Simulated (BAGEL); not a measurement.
# CH6ClNSi (SMILES CN[SiH2]Cl) at B3LYP/6-31G(d) (density fitting with qzvpp-jkfit, spherical functions)

What is the energy change on altering one bond length of CH6ClNSi at B3LYP/6-31G* (density fitting with qzvpp-jkfit, spherical functions)? 

Program for the calculation: BAGEL 1.2.2.

## 1. The molecule

The species is CH6ClNSi (10 atoms), meant as a singlet with charge 0. SMILES: `CN[SiH2]Cl`. The shape is that of a PBE0-D4/def2-TZVP optimisation. This is one conformer, not always the lowest.

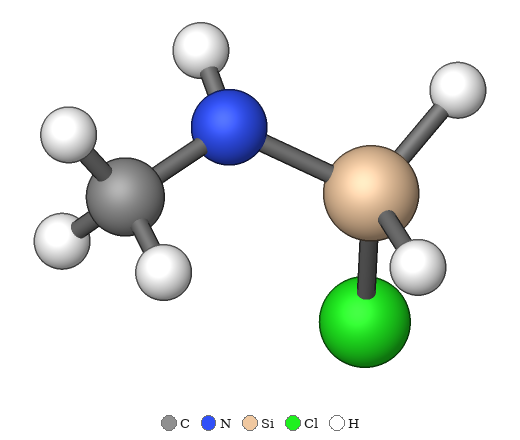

The structure, seen from a chosen angle (carbon grey, nitrogen blue, silicon light orange, chlorine green, hydrogen white).

## 2. The energy at B3LYP/6-31G(d) (density fitting with qzvpp-jkfit, spherical functions)

File input.json:

```json
{ "bagel": [

{
  "title": "molecule",
  "basis": "6-31gs.json",
  "df_basis": "qzvpp-jkfit",
  "angstrom": "true",
  "geometry": [
    { "atom": "C", "xyz": [   -0.242300,    1.264400,    0.564800 ] },
    { "atom": "N", "xyz": [   -0.436700,    0.246400,   -0.448800 ] },
    { "atom": "Si", "xyz": [    0.477700,   -1.180400,   -0.542000 ] },
    { "atom": "Cl", "xyz": [    0.138000,   -2.533300,    0.993900 ] },
    { "atom": "H", "xyz": [   -0.833400,    1.088300,    1.470800 ] },
    { "atom": "H", "xyz": [   -0.494100,    2.254000,    0.174500 ] },
    { "atom": "H", "xyz": [    0.810100,    1.289000,    0.857400 ] },
    { "atom": "H", "xyz": [   -1.369300,    0.230400,   -0.831400 ] },
    { "atom": "H", "xyz": [    0.120300,   -1.874000,   -1.798300 ] },
    { "atom": "H", "xyz": [    1.912700,   -0.835900,   -0.438000 ] }
  ]
},
{
  "title": "ks",
  "xc_func": "b3lyp"
},
{
  "title": "print",
  "file": "orbitals.molden",
  "orbitals": "true"
}

]}
```

The basis set 6-31G* is read from a file made from the Basis Set Exchange's data (not shown).

Launch:

```
$ BAGEL_NUM_THREADS=1 BAGEL input.json > input.out
```

The program printed:

```text
* using 1 threads per process

  ===============================================================
  ===============================================================

  *** Geometry ***

  { "atom" : "C", "xyz" : [     -0.457881,      2.389370,      1.067317 ] },
  { "atom" : "N", "xyz" : [     -0.825243,      0.465629,     -0.848109 ] },
  { "atom" : "Si", "xyz" : [      0.902722,     -2.230633,     -1.024232 ] },
  { "atom" : "Cl", "xyz" : [      0.260782,     -4.787243,      1.878199 ] },
  { "atom" : "H", "xyz" : [     -1.574898,      2.056589,      2.779409 ] },
  { "atom" : "H", "xyz" : [     -0.933714,      4.259443,      0.329757 ] },
  { "atom" : "H", "xyz" : [      1.530867,      2.435857,      1.620251 ] },
  { "atom" : "H", "xyz" : [     -2.587602,      0.435393,     -1.571118 ] },
  { "atom" : "H", "xyz" : [      0.227334,     -3.541347,     -3.398294 ] },
  { "atom" : "H", "xyz" : [      3.614479,     -1.579622,     -0.827700 ] },

  Number of auxiliary basis functions:      516

  Since a DF basis is specified, we compute 2- and 3-index integrals:
    o Being stored without compression. Storage requirement is 0.024 GB

  Number of basis functions:       76
  Number of electrons      :       50

    * METHOD: MOLECULE                             0.25

  *** Kohn-Sham DFT ***

    * Removing 19085 points whose weight is below 1.00e-10
    * Grid points: 129975

  === Nuclear Repulsion ===
   218.5267219920

       - DIIS with orbital gradients will be used.

  === KS iteration (b3lyp / 6-31gs.json) ===
      0       -805.10118727          0.16074443           0.41
      1       -768.74781907          0.23483561           0.37
      2       -737.35153619          0.14434350           0.39
      3       -791.61971020          0.17091787           0.37
      4       -829.70928443          0.07094814           0.38
      5       -841.21734159          0.08248049           0.38
      6       -845.85813970          0.02214630           0.37
      7       -846.18377745          0.00860093           0.40
      8       -846.19761593          0.00548046           0.40
      9       -846.21631406          0.00138845           0.39
     10       -846.21752667          0.00075925           0.38
     11       -846.21794542          0.00007071           0.39
     12       -846.21795010          0.00001504           0.39
     13       -846.21795021          0.00000720           0.39
     14       -846.21795023          0.00000306           0.38
     15       -846.21795024          0.00000049           0.39
     16       -846.21795024          0.00000013           0.40
     17       -846.21795024          0.00000010           0.39
     18       -846.21795024          0.00000001           0.38
     19       -846.21795024          0.00000000           0.38
    * SCF iteration converged.

    * Permanent dipole moment:
           (    0.311802,    -0.882352,     0.356928) a.u.

    * METHOD: KS                                   8.33

    * METHOD: PRINT                                0.01

  ===============================================================
```

Run time: 9 s. Hardware: 1 thread of Intel Xeon 6975P-C (Granite Rapids), shared host; peak memory 0.49 GiB.

## 3. The distorted shape, same level

File job.json:

```json
{ "bagel" : [

{
  "title" : "molecule",
  "basis" : "6-31gs.json",
  "df_basis" : "qzvpp-jkfit",
  "angstrom" : "true",
  "geometry" : [
    { "atom" : "C", "xyz" : [   -0.072446,    1.940867,   -0.203169 ] },
    { "atom" : "N", "xyz" : [   -0.266846,    0.922867,   -1.216769 ] },
    { "atom" : "Si", "xyz" : [    0.647554,   -0.503933,   -1.309969 ] },
    { "atom" : "Cl", "xyz" : [    0.138000,   -2.533300,    0.993900 ] },
    { "atom" : "H", "xyz" : [   -0.663546,    1.764767,    0.702831 ] },
    { "atom" : "H", "xyz" : [   -0.324246,    2.930467,   -0.593469 ] },
    { "atom" : "H", "xyz" : [    0.979954,    1.965467,    0.089431 ] },
    { "atom" : "H", "xyz" : [   -1.199446,    0.906867,   -1.599369 ] },
    { "atom" : "H", "xyz" : [    0.290154,   -1.197533,   -2.566269 ] },
    { "atom" : "H", "xyz" : [    2.082554,   -0.159433,   -1.205969 ] }
  ]
},
{ "title" : "ks", "xc_func" : "b3lyp" },
{ "title" : "print", "file" : "orbitals.molden", "orbitals" : "true" }

]}
```

The basis set 6-31G* is read from a file made from the Basis Set Exchange's data (not shown).

Launch:

```
$ BAGEL_NUM_THREADS=1 BAGEL job.json > job.out
```

The program printed:

```text
* using 1 threads per process

  ===============================================================
  ===============================================================

  *** Geometry ***

  { "atom" : "C", "xyz" : [     -0.136903,      3.667707,     -0.383934 ] },
  { "atom" : "N", "xyz" : [     -0.504266,      1.743966,     -2.299360 ] },
  { "atom" : "Si", "xyz" : [      1.223700,     -0.952295,     -2.475483 ] },
  { "atom" : "Cl", "xyz" : [      0.260782,     -4.787243,      1.878199 ] },
  { "atom" : "H", "xyz" : [     -1.253920,      3.334926,      1.328158 ] },
  { "atom" : "H", "xyz" : [     -0.612736,      5.537780,     -1.121494 ] },
  { "atom" : "H", "xyz" : [      1.851845,      3.714194,      0.169000 ] },
  { "atom" : "H", "xyz" : [     -2.266624,      1.713730,     -3.022369 ] },
  { "atom" : "H", "xyz" : [      0.548312,     -2.263009,     -4.849546 ] },
  { "atom" : "H", "xyz" : [      3.935457,     -0.301285,     -2.278951 ] },

  Number of auxiliary basis functions:      516

  Since a DF basis is specified, we compute 2- and 3-index integrals:
    o Being stored without compression. Storage requirement is 0.024 GB

  Number of basis functions:       76
  Number of electrons      :       50

    * METHOD: MOLECULE                             0.20

  *** Kohn-Sham DFT ***

    * Removing 17997 points whose weight is below 1.00e-10
    * Grid points: 131063

  === Nuclear Repulsion ===
   188.3707142656

       - DIIS with orbital gradients will be used.

  === KS iteration (b3lyp / 6-31gs.json) ===
      0       -813.84915405          0.11626053           0.40
      1       -770.61865444          0.20978217           0.38
      2       -776.15326290          0.10949593           0.38
      3       -794.61892140          0.19241783           0.39
      4       -823.88768600          0.09698413           0.38
      5       -838.96622471          0.05497654           0.38
      6       -845.97439448          0.01348009           0.38
      7       -840.60045146          0.06148005           0.36
      8       -845.60531275          0.02111770           0.38
      9       -845.97068726          0.01185149           0.39
     10       -846.09034132          0.00633844           0.41
     11       -846.12733481          0.00453513           0.40
     12       -846.13620335          0.00141183           0.38
     13       -846.13798330          0.00010719           0.38
     14       -846.13799676          0.00004286           0.39
     15       -846.13799849          0.00000712           0.42
     16       -846.13799851          0.00000171           0.44
     17       -846.13799851          0.00000113           0.41
     18       -846.13799851          0.00000049           0.39
     19       -846.13799851          0.00000012           0.38
     20       -846.13799851          0.00000003           0.40
     21       -846.13799851          0.00000002           0.40
     22       -846.13799851          0.00000001           0.39
    * SCF iteration converged.

    * Permanent dipole moment:
           (    0.116401,    -2.466058,     1.727478) a.u.

    * METHOD: KS                                   9.62

    * METHOD: PRINT                                0.02

  ===============================================================
```

Wall time 10 s (1 thread of Intel Xeon 6975P-C (Granite Rapids), shared host); peak memory 0.5 GiB.

## 4. Summary of results

Level: B3LYP/6-31G* (density fitting with qzvpp-jkfit, spherical functions).

| quantity | value |
| --- | --- |
| first shape: total energy | -846.21795 Eh |
| first shape: dipole moment | 2.55 D |
| first shape: HOMO energy | -6.92 eV |
| first shape: LUMO energy | 0.95 eV |
| first shape: HOMO–LUMO gap | 7.87 eV |
| distorted shape: total energy | -846.13800 Eh |
| distorted shape: dipole moment | 7.66 D |
| distorted shape: HOMO energy | -6.50 eV |
| distorted shape: LUMO energy | -2.98 eV |
| distorted shape: HOMO–LUMO gap | 3.52 eV |
| energy change with the Si3–Cl4 bond stretched from 2.075 to 3.112 Å | 2.176 eV |

One bond (distorted shape) is far stretched, which a spin-restricted single reference describes badly; a broken-symmetry solution may lie lower. With the Si3–Cl4 bond stretched from 2.075 to 3.112 Å the energy rises by 2.18 eV (210 kJ/mol). The first shape isn't relaxed at this level, so the change isn't measured from a minimum. A restricted reference can't describe the breaking bond well at this length.
